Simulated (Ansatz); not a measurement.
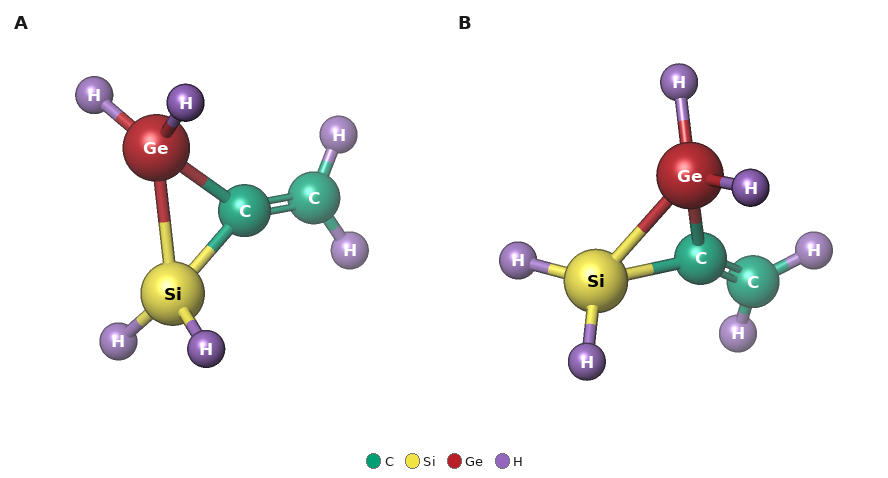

Atoms fade into the background with distance from the viewer. The computed structure is the end point of a PBE0-D4/def2-TZVP optimisation. No frequency run is at hand to confirm it as a minimum.

### How are A and B related: the same structure turned, mirror images, conformers, diastereomers or constitutional isomers?

They are the same structure, C2H6GeSi (C=[C]1[SiH2][GeH2]1), seen from two directions. With point group Cs it is achiral, so its mirror image would be the same too.
